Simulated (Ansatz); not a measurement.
## Run report: SnH4Cl, molecular dynamics (part 1 of 5)

System: SnH4Cl, multiplicity 2.
Method: UKS PBE/def2-SVP (Ansatz 0.2.0).

It belongs to a series of runs on one base structure; here: dynamics from the highest image of the converged band. Figures and captions count atoms from 1; the log counts them from 0 in places.

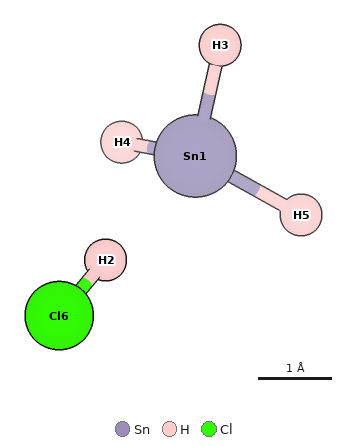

**Figure 1.** The structure as given in the input (ball-and-stick view, seen at an oblique angle; atoms are numbered from 1 in the order of the input). Sticks mark near contacts.

Input file
```yaml
crystal:
  periodic: [false, false, false]
  atoms:
    - { symbol: Sn, position_ang: [-0.011348, 0.000166, -0.152746] }
    - { symbol: H, position_ang: [0.047649, 0.000531, 2.412695] }
    - { symbol: H, position_ang: [1.621392, 1.7e-05, -0.738975] }
    - { symbol: H, position_ang: [-0.849524, 1.427012, -0.67328] }
    - { symbol: H, position_ang: [-0.849528, -1.42697, -0.67251] }
    - { symbol: Cl, position_ang: [0.043156, -0.000754, 3.736616] }
magnetization:
  spin_polarized: true
  initial_magnetization: 1
basis:
  gaussian: { orbitals: def2-SVP }
hamiltonian:
  xc: pbe
md:
  timestep: 0.5
  n_steps: 200
  ensemble: nve
  temperature: 100.0
  initial_velocities: maxwell_boltzmann
  seed: 7151
```

Command:
```bash
ansatz run input.yaml --threads 1 --pin off --max-ram 2048MiB --backend cpu --events-out ev --progress --plain --runs-dir out
```

The program's output
```
Engine: ansatz 0.2.0, aarch64-unknown-linux-gnu
Functional definition: PBE
  parameter kappa = 0.804
  parameter beta = 0.06672455060314922
  exchange = pbe_x(kappa = kappa, mu = beta*pi^2/3)
  correlation = pbe_c(beta = beta)
718 factors; their error is unknown
mean field evaluation 1: about -18407.2244 eV, gradient 1.1e1 eV
mean field evaluation 2: about -18407.4186 eV, gradient 9.7e0 eV
mean field evaluation 4: about -18408.0094 eV, gradient 3.9e-1 eV
mean field evaluation 8: about -18407.9927 eV, gradient 8.4e-3 eV
mean field -18407.99265866 eV, -676.4812528203 hartree, gradient 2.4e-5 eV, S^2 0.750895; 0 other end points of the search recorded, 0 dependent functions left out
the calculation of the forces begins
reference -18407.99269846 eV, -676.4812542827 hartree; 22, 21 occupied and 42, 43 virtual orbitals, 718 factors
md step     0: t =     0.00 fs  T =   100.0 K  F+E_penalty+E_count = -18407.99265866 eV  E_kin = 0.051704 eV  conserved = -18407.94095466 eV  (25 SCF iters)
these checks for a lower state are left out or cut short: starts, cluster_reference, orbital_swaps, neighbouring_geometries, increment
718 factors; their error is unknown
mean field evaluation 16: about -18407.9922 eV, gradient 2.1e-1 eV
mean field -18407.99240933 eV, -676.4812436576 hartree, gradient 1.3e-5 eV, S^2 0.750897; 0 other end points of the search recorded, 0 dependent functions left out
the calculation of the forces begins
reference -18407.99244911 eV, -676.4812451195 hartree; 22, 21 occupied and 42, 43 virtual orbitals, 718 factors
md step     1: t =     0.50 fs  T =    99.5 K  F+E_penalty+E_count = -18407.99240933 eV  E_kin = 0.051456 eV  conserved = -18407.94095347 eV  (24 SCF iters)
[... from here on the SCF iterations and repeated set-up lines of each step are left out, up to the last step ...]
md step     2: t =     1.00 fs  T =    98.1 K  F+E_penalty+E_count = -18407.99166057 eV  E_kin = 0.050711 eV  conserved = -18407.94094943 eV  (24 SCF iters)
md step     3: t =     1.50 fs  T =    95.8 K  F+E_penalty+E_count = -18407.99047732 eV  E_kin = 0.049534 eV  conserved = -18407.94094321 eV  (23 SCF iters)
md step     4: t =     2.00 fs  T =    92.9 K  F+E_penalty+E_count = -18407.98895910 eV  E_kin = 0.048023 eV  conserved = -18407.94093576 eV  (24 SCF iters)
md step     5: t =     2.50 fs  T =    89.5 K  F+E_penalty+E_count = -18407.98722487 eV  E_kin = 0.046297 eV  conserved = -18407.94092796 eV  (23 SCF iters)
md step     6: t =     3.00 fs  T =    86.0 K  F+E_penalty+E_count = -18407.98539711 eV  E_kin = 0.044476 eV  conserved = -18407.94092110 eV  (23 SCF iters)
md step     7: t =     3.50 fs  T =    82.5 K  F+E_penalty+E_count = -18407.98358526 eV  E_kin = 0.042669 eV  conserved = -18407.94091584 eV  (22 SCF iters)
md step     8: t =     4.00 fs  T =    79.2 K  F+E_penalty+E_count = -18407.98187364 eV  E_kin = 0.040961 eV  conserved = -18407.94091262 eV  (22 SCF iters)
md step     9: t =     4.50 fs  T =    76.2 K  F+E_penalty+E_count = -18407.98031340 eV  E_kin = 0.039402 eV  conserved = -18407.94091161 eV  (21 SCF iters)
md step    10: t =     5.00 fs  T =    73.5 K  F+E_penalty+E_count = -18407.97891969 eV  E_kin = 0.038007 eV  conserved = -18407.94091272 eV  (22 SCF iters)
md step    11: t =     5.50 fs  T =    71.1 K  F+E_penalty+E_count = -18407.97767437 eV  E_kin = 0.036759 eV  conserved = -18407.94091560 eV  (23 SCF iters)
md step    12: t =     6.00 fs  T =    68.9 K  F+E_penalty+E_count = -18407.97653282 eV  E_kin = 0.035614 eV  conserved = -18407.94091926 eV  (23 SCF iters)
md step    13: t =     6.50 fs  T =    66.8 K  F+E_penalty+E_count = -18407.97543586 eV  E_kin = 0.034513 eV  conserved = -18407.94092306 eV  (23 SCF iters)
md step    14: t =     7.00 fs  T =    64.6 K  F+E_penalty+E_count = -18407.97432188 eV  E_kin = 0.033396 eV  conserved = -18407.94092622 eV  (23 SCF iters)
md step    15: t =     7.50 fs  T =    62.3 K  F+E_penalty+E_count = -18407.97313928 eV  E_kin = 0.032211 eV  conserved = -18407.94092813 eV  (23 SCF iters)
md step    16: t =     8.00 fs  T =    59.8 K  F+E_penalty+E_count = -18407.97185625 eV  E_kin = 0.030928 eV  conserved = -18407.94092846 eV  (23 SCF iters)
md step    17: t =     8.50 fs  T =    57.1 K  F+E_penalty+E_count = -18407.97046620 eV  E_kin = 0.029539 eV  conserved = -18407.94092718 eV  (22 SCF iters)
md step    18: t =     9.00 fs  T =    54.3 K  F+E_penalty+E_count = -18407.96898803 eV  E_kin = 0.028063 eV  conserved = -18407.94092461 eV  (22 SCF iters)
md step    19: t =     9.50 fs  T =    51.3 K  F+E_penalty+E_count = -18407.96746137 eV  E_kin = 0.026540 eV  conserved = -18407.94092126 eV  (22 SCF iters)
md step    20: t =    10.00 fs  T =    48.4 K  F+E_penalty+E_count = -18407.96593855 eV  E_kin = 0.025021 eV  conserved = -18407.94091774 eV  (23 SCF iters)
md step    21: t =    10.50 fs  T =    45.6 K  F+E_penalty+E_count = -18407.96447529 eV  E_kin = 0.023561 eV  conserved = -18407.94091452 eV  (25 SCF iters)
md step    22: t =    11.00 fs  T =    43.0 K  F+E_penalty+E_count = -18407.96312286 eV  E_kin = 0.022211 eV  conserved = -18407.94091192 eV  (22 SCF iters)
md step    23: t =    11.50 fs  T =    40.6 K  F+E_penalty+E_count = -18407.96192335 eV  E_kin = 0.021013 eV  conserved = -18407.94090999 eV  (23 SCF iters)
md step    24: t =    12.00 fs  T =    38.7 K  F+E_penalty+E_count = -18407.96090861 eV  E_kin = 0.020000 eV  conserved = -18407.94090859 eV  (23 SCF iters)
md step    25: t =    12.50 fs  T =    37.1 K  F+E_penalty+E_count = -18407.96010239 eV  E_kin = 0.019195 eV  conserved = -18407.94090746 eV  (22 SCF iters)
md step    26: t =    13.00 fs  T =    36.0 K  F+E_penalty+E_count = -18407.95952385 eV  E_kin = 0.018617 eV  conserved = -18407.94090642 eV  (21 SCF iters)
md step    27: t =    13.50 fs  T =    35.4 K  F+E_penalty+E_count = -18407.95919068 eV  E_kin = 0.018285 eV  conserved = -18407.94090537 eV  (22 SCF iters)
md step    28: t =    14.00 fs  T =    35.2 K  F+E_penalty+E_count = -18407.95912039 eV  E_kin = 0.018216 eV  conserved = -18407.94090440 eV  (21 SCF iters)
md step    29: t =    14.50 fs  T =    35.6 K  F+E_penalty+E_count = -18407.95932919 eV  E_kin = 0.018425 eV  conserved = -18407.94090371 eV  (21 SCF iters)
md step    30: t =    15.00 fs  T =    36.6 K  F+E_penalty+E_count = -18407.95982876 eV  E_kin = 0.018925 eV  conserved = -18407.94090357 eV  (21 SCF iters)
md step    31: t =    15.50 fs  T =    38.1 K  F+E_penalty+E_count = -18407.96062181 eV  E_kin = 0.019718 eV  conserved = -18407.94090408 eV  (23 SCF iters)
md step    32: t =    16.00 fs  T =    40.2 K  F+E_penalty+E_count = -18407.96169858 eV  E_kin = 0.020793 eV  conserved = -18407.94090578 eV  (22 SCF iters)
md step    33: t =    16.50 fs  T =    42.8 K  F+E_penalty+E_count = -18407.96303293 eV  E_kin = 0.022124 eV  conserved = -18407.94090848 eV  (23 SCF iters)
md step    34: t =    17.00 fs  T =    45.8 K  F+E_penalty+E_count = -18407.96458229 eV  E_kin = 0.023670 eV  conserved = -18407.94091212 eV  (22 SCF iters)
md step    35: t =    17.50 fs  T =    49.1 K  F+E_penalty+E_count = -18407.96628885 eV  E_kin = 0.025372 eV  conserved = -18407.94091646 eV  (22 SCF iters)
md step    36: t =    18.00 fs  T =    52.5 K  F+E_penalty+E_count = -18407.96808340 eV  E_kin = 0.027162 eV  conserved = -18407.94092113 eV  (22 SCF iters)
md step    37: t =    18.50 fs  T =    56.0 K  F+E_penalty+E_count = -18407.96989112 eV  E_kin = 0.028965 eV  conserved = -18407.94092567 eV  (23 SCF iters)
md step    38: t =    19.00 fs  T =    59.4 K  F+E_penalty+E_count = -18407.97163911 eV  E_kin = 0.030709 eV  conserved = -18407.94092978 eV  (23 SCF iters)
md step    39: t =    19.50 fs  T =    62.5 K  F+E_penalty+E_count = -18407.97326372 eV  E_kin = 0.032331 eV  conserved = -18407.94093262 eV  (23 SCF iters)
md step    40: t =    20.00 fs  T =    65.3 K  F+E_penalty+E_count = -18407.97471970 eV  E_kin = 0.033786 eV  conserved = -18407.94093392 eV  (23 SCF iters)
md step    41: t =    20.50 fs  T =    67.8 K  F+E_penalty+E_count = -18407.97598628 eV  E_kin = 0.035053 eV  conserved = -18407.94093343 eV  (23 SCF iters)
md step    42: t =    21.00 fs  T =    69.9 K  F+E_penalty+E_count = -18407.97707152 eV  E_kin = 0.036140 eV  conserved = -18407.94093111 eV  (23 SCF iters)
md step    43: t =    21.50 fs  T =    71.7 K  F+E_penalty+E_count = -18407.97801243 eV  E_kin = 0.037085 eV  conserved = -18407.94092729 eV  (23 SCF iters)
md step    44: t =    22.00 fs  T =    73.4 K  F+E_penalty+E_count = -18407.97886999 eV  E_kin = 0.037947 eV  conserved = -18407.94092258 eV  (25 SCF iters)
md step    45: t =    22.50 fs  T =    75.0 K  F+E_penalty+E_count = -18407.97971902 eV  E_kin = 0.038801 eV  conserved = -18407.94091789 eV  (22 SCF iters)
md step    46: t =    23.00 fs  T =    76.8 K  F+E_penalty+E_count = -18407.98063380 eV  E_kin = 0.039720 eV  conserved = -18407.94091425 eV  (23 SCF iters)
md step    47: t =    23.50 fs  T =    78.8 K  F+E_penalty+E_count = -18407.98167190 eV  E_kin = 0.040759 eV  conserved = -18407.94091258 eV  (23 SCF iters)
md step    48: t =    24.00 fs  T =    81.1 K  F+E_penalty+E_count = -18407.98285959 eV  E_kin = 0.041946 eV  conserved = -18407.94091350 eV  (21 SCF iters)
md step    49: t =    24.50 fs  T =    83.7 K  F+E_penalty+E_count = -18407.98418233 eV  E_kin = 0.043265 eV  conserved = -18407.94091712 eV  (21 SCF iters)
md step    50: t =    25.00 fs  T =    86.4 K  F+E_penalty+E_count = -18407.98558294 eV  E_kin = 0.044660 eV  conserved = -18407.94092302 eV  (21 SCF iters)
md step    51: t =    25.50 fs  T =    89.0 K  F+E_penalty+E_count = -18407.98696840 eV  E_kin = 0.046038 eV  conserved = -18407.94093024 eV  (22 SCF iters)
md step    52: t =    26.00 fs  T =    91.5 K  F+E_penalty+E_count = -18407.98822418 eV  E_kin = 0.047286 eV  conserved = -18407.94093769 eV  (23 SCF iters)
md step    53: t =    26.50 fs  T =    93.4 K  F+E_penalty+E_count = -18407.98923258 eV  E_kin = 0.048288 eV  conserved = -18407.94094413 eV  (22 SCF iters)
md step    54: t =    27.00 fs  T =    94.7 K  F+E_penalty+E_count = -18407.98989184 eV  E_kin = 0.048943 eV  conserved = -18407.94094855 eV  (22 SCF iters)
md step    55: t =    27.50 fs  T =    95.1 K  F+E_penalty+E_count = -18407.99013176 eV  E_kin = 0.049181 eV  conserved = -18407.94095036 eV  (23 SCF iters)
md step    56: t =    28.00 fs  T =    94.7 K  F+E_penalty+E_count = -18407.98992333 eV  E_kin = 0.048974 eV  conserved = -18407.94094942 eV  (22 SCF iters)
md step    57: t =    28.50 fs  T =    93.5 K  F+E_penalty+E_count = -18407.98928101 eV  E_kin = 0.048335 eV  conserved = -18407.94094602 eV  (23 SCF iters)
md step    58: t =    29.00 fs  T =    91.5 K  F+E_penalty+E_count = -18407.98825818 eV  E_kin = 0.047317 eV  conserved = -18407.94094081 eV  (22 SCF iters)
md step    59: t =    29.50 fs  T =    89.0 K  F+E_penalty+E_count = -18407.98693694 eV  E_kin = 0.046002 eV  conserved = -18407.94093463 eV  (22 SCF iters)
md step    60: t =    30.00 fs  T =    86.0 K  F+E_penalty+E_count = -18407.98541462 eV  E_kin = 0.044486 eV  conserved = -18407.94092842 eV  (22 SCF iters)
md step    61: t =    30.50 fs  T =    82.9 K  F+E_penalty+E_count = -18407.98378921 eV  E_kin = 0.042866 eV  conserved = -18407.94092301 eV  (22 SCF iters)
md step    62: t =    31.00 fs  T =    79.7 K  F+E_penalty+E_count = -18407.98214606 eV  E_kin = 0.041227 eV  conserved = -18407.94091903 eV  (22 SCF iters)
md step    63: t =    31.50 fs  T =    76.6 K  F+E_penalty+E_count = -18407.98054774 eV  E_kin = 0.039631 eV  conserved = -18407.94091685 eV  (22 SCF iters)
md step    64: t =    32.00 fs  T =    73.7 K  F+E_penalty+E_count = -18407.97902849 eV  E_kin = 0.038112 eV  conserved = -18407.94091648 eV  (22 SCF iters)
md step    65: t =    32.50 fs  T =    70.9 K  F+E_penalty+E_count = -18407.97759402 eV  E_kin = 0.036676 eV  conserved = -18407.94091762 eV  (22 SCF iters)
md step    66: t =    33.00 fs  T =    68.3 K  F+E_penalty+E_count = -18407.97622664 eV  E_kin = 0.035307 eV  conserved = -18407.94091967 eV  (22 SCF iters)
md step    67: t =    33.50 fs  T =    65.7 K  F+E_penalty+E_count = -18407.97489470 eV  E_kin = 0.033973 eV  conserved = -18407.94092188 eV  (26 SCF iters)
md step    68: t =    34.00 fs  T =    63.1 K  F+E_penalty+E_count = -18407.97356454 eV  E_kin = 0.032641 eV  conserved = -18407.94092350 eV  (22 SCF iters)
md step    69: t =    34.50 fs  T =    60.5 K  F+E_penalty+E_count = -18407.97221210 eV  E_kin = 0.031288 eV  conserved = -18407.94092396 eV  (22 SCF iters)
md step    70: t =    35.00 fs  T =    57.8 K  F+E_penalty+E_count = -18407.97083181 eV  E_kin = 0.029909 eV  conserved = -18407.94092301 eV  (22 SCF iters)
md step    71: t =    35.50 fs  T =    55.2 K  F+E_penalty+E_count = -18407.96944004 eV  E_kin = 0.028519 eV  conserved = -18407.94092078 eV  (23 SCF iters)
md step    72: t =    36.00 fs  T =    52.5 K  F+E_penalty+E_count = -18407.96807248 eV  E_kin = 0.027155 eV  conserved = -18407.94091787 eV  (22 SCF iters)
md step    73: t =    36.50 fs  T =    50.0 K  F+E_penalty+E_count = -18407.96677553 eV  E_kin = 0.025861 eV  conserved = -18407.94091500 eV  (23 SCF iters)
md step    74: t =    37.00 fs  T =    47.7 K  F+E_penalty+E_count = -18407.96559497 eV  E_kin = 0.024682 eV  conserved = -18407.94091287 eV  (23 SCF iters)
md step    75: t =    37.50 fs  T =    45.7 K  F+E_penalty+E_count = -18407.96456485 eV  E_kin = 0.023653 eV  conserved = -18407.94091194 eV  (22 SCF iters)
md step    76: t =    38.00 fs  T =    44.1 K  F+E_penalty+E_count = -18407.96370055 eV  E_kin = 0.022788 eV  conserved = -18407.94091224 eV  (22 SCF iters)
md step    77: t =    38.50 fs  T =    42.7 K  F+E_penalty+E_count = -18407.96299814 eV  E_kin = 0.022085 eV  conserved = -18407.94091336 eV  (22 SCF iters)
md step    78: t =    39.00 fs  T =    41.6 K  F+E_penalty+E_count = -18407.96244045 eV  E_kin = 0.021526 eV  conserved = -18407.94091470 eV  (23 SCF iters)
md step    79: t =    39.50 fs  T =    40.8 K  F+E_penalty+E_count = -18407.96200729 eV  E_kin = 0.021092 eV  conserved = -18407.94091548 eV  (23 SCF iters)
md step    80: t =    40.00 fs  T =    40.2 K  F+E_penalty+E_count = -18407.96168726 eV  E_kin = 0.020772 eV  conserved = -18407.94091511 eV  (22 SCF iters)
md step    81: t =    40.50 fs  T =    39.8 K  F+E_penalty+E_count = -18407.96148666 eV  E_kin = 0.020573 eV  conserved = -18407.94091338 eV  (23 SCF iters)
md step    82: t =    41.00 fs  T =    39.7 K  F+E_penalty+E_count = -18407.96143318 eV  E_kin = 0.020523 eV  conserved = -18407.94091048 eV  (22 SCF iters)
md step    83: t =    41.50 fs  T =    40.0 K  F+E_penalty+E_count = -18407.96157301 eV  E_kin = 0.020666 eV  conserved = -18407.94090692 eV  (22 SCF iters)
md step    84: t =    42.00 fs  T =    40.7 K  F+E_penalty+E_count = -18407.96196239 eV  E_kin = 0.021059 eV  conserved = -18407.94090349 eV  (22 SCF iters)
md step    85: t =    42.50 fs  T =    42.1 K  F+E_penalty+E_count = -18407.96265524 eV  E_kin = 0.021754 eV  conserved = -18407.94090105 eV  (23 SCF iters)
md step    86: t =    43.00 fs  T =    44.1 K  F+E_penalty+E_count = -18407.96368980 eV  E_kin = 0.022789 eV  conserved = -18407.94090031 eV  (22 SCF iters)
md step    87: t =    43.50 fs  T =    46.8 K  F+E_penalty+E_count = -18407.96507713 eV  E_kin = 0.024175 eV  conserved = -18407.94090176 eV  (23 SCF iters)
md step    88: t =    44.00 fs  T =    50.1 K  F+E_penalty+E_count = -18407.96679370 eV  E_kin = 0.025888 eV  conserved = -18407.94090548 eV  (23 SCF iters)
md step    89: t =    44.50 fs  T =    53.9 K  F+E_penalty+E_count = -18407.96877966 eV  E_kin = 0.027868 eV  conserved = -18407.94091122 eV  (23 SCF iters)
md step    90: t =    45.00 fs  T =    58.1 K  F+E_penalty+E_count = -18407.97094327 eV  E_kin = 0.030025 eV  conserved = -18407.94091831 eV  (22 SCF iters)
md step    91: t =    45.50 fs  T =    62.4 K  F+E_penalty+E_count = -18407.97317128 eV  E_kin = 0.032245 eV  conserved = -18407.94092580 eV  (27 SCF iters)
md step    92: t =    46.00 fs  T =    66.6 K  F+E_penalty+E_count = -18407.97534388 eV  E_kin = 0.034411 eV  conserved = -18407.94093263 eV  (23 SCF iters)
md step    93: t =    46.50 fs  T =    70.4 K  F+E_penalty+E_count = -18407.97735178 eV  E_kin = 0.036414 eV  conserved = -18407.94093778 eV  (23 SCF iters)
md step    94: t =    47.00 fs  T =    73.8 K  F+E_penalty+E_count = -18407.97911278 eV  E_kin = 0.038172 eV  conserved = -18407.94094041 eV  (23 SCF iters)
md step    95: t =    47.50 fs  T =    76.7 K  F+E_penalty+E_count = -18407.98058453 eV  E_kin = 0.039644 eV  conserved = -18407.94094013 eV  (23 SCF iters)
md step    96: t =    48.00 fs  T =    79.0 K  F+E_penalty+E_count = -18407.98177053 eV  E_kin = 0.040833 eV  conserved = -18407.94093708 eV  (23 SCF iters)
md step    97: t =    48.50 fs  T =    80.8 K  F+E_penalty+E_count = -18407.98271766 eV  E_kin = 0.041786 eV  conserved = -18407.94093199 eV  (22 SCF iters)
md step    98: t =    49.00 fs  T =    82.4 K  F+E_penalty+E_count = -18407.98350481 eV  E_kin = 0.042579 eV  conserved = -18407.94092602 eV  (22 SCF iters)
md step    99: t =    49.50 fs  T =    83.8 K  F+E_penalty+E_count = -18407.98422473 eV  E_kin = 0.043304 eV  conserved = -18407.94092048 eV  (22 SCF iters)
md step   100: t =    50.00 fs  T =    85.2 K  F+E_penalty+E_count = -18407.98496292 eV  E_kin = 0.044046 eV  conserved = -18407.94091664 eV  (22 SCF iters)
md step   101: t =    50.50 fs  T =    86.8 K  F+E_penalty+E_count = -18407.98577830 eV  E_kin = 0.044863 eV  conserved = -18407.94091532 eV  (23 SCF iters)
md step   102: t =    51.00 fs  T =    88.5 K  F+E_penalty+E_count = -18407.98669026 eV  E_kin = 0.045774 eV  conserved = -18407.94091674 eV  (22 SCF iters)
md step   103: t =    51.50 fs  T =    90.4 K  F+E_penalty+E_count = -18407.98767509 eV  E_kin = 0.046755 eV  conserved = -18407.94092052 eV  (23 SCF iters)
md step   104: t =    52.00 fs  T =    92.3 K  F+E_penalty+E_count = -18407.98867210 eV  E_kin = 0.047746 eV  conserved = -18407.94092577 eV  (22 SCF iters)
md step   105: t =    52.50 fs  T =    94.1 K  F+E_penalty+E_count = -18407.98959746 eV  E_kin = 0.048666 eV  conserved = -18407.94093137 eV  (23 SCF iters)
md step   106: t =    53.00 fs  T =    95.6 K  F+E_penalty+E_count = -18407.99036172 eV  E_kin = 0.049425 eV  conserved = -18407.94093623 eV  (22 SCF iters)
md step   107: t =    53.50 fs  T =    96.6 K  F+E_penalty+E_count = -18407.99088691 eV  E_kin = 0.049947 eV  conserved = -18407.94093956 eV  (23 SCF iters)
md step   108: t =    54.00 fs  T =    97.0 K  F+E_penalty+E_count = -18407.99111935 eV  E_kin = 0.050178 eV  conserved = -18407.94094094 eV  (22 SCF iters)
md step   109: t =    54.50 fs  T =    96.9 K  F+E_penalty+E_count = -18407.99103642 eV  E_kin = 0.050096 eV  conserved = -18407.94094037 eV  (22 SCF iters)
md step   110: t =    55.00 fs  T =    96.1 K  F+E_penalty+E_count = -18407.99064670 eV  E_kin = 0.049709 eV  conserved = -18407.94093819 eV  (23 SCF iters)
md step   111: t =    55.50 fs  T =    94.9 K  F+E_penalty+E_count = -18407.98998465 eV  E_kin = 0.049050 eV  conserved = -18407.94093495 eV  (23 SCF iters)
md step   112: t =    56.00 fs  T =    93.2 K  F+E_penalty+E_count = -18407.98910172 eV  E_kin = 0.048170 eV  conserved = -18407.94093132 eV  (23 SCF iters)
md step   113: t =    56.50 fs  T =    91.2 K  F+E_penalty+E_count = -18407.98805608 eV  E_kin = 0.047128 eV  conserved = -18407.94092787 eV  (22 SCF iters)
md step   114: t =    57.00 fs  T =    88.9 K  F+E_penalty+E_count = -18407.98690313 eV  E_kin = 0.045978 eV  conserved = -18407.94092507 eV  (22 SCF iters)
```
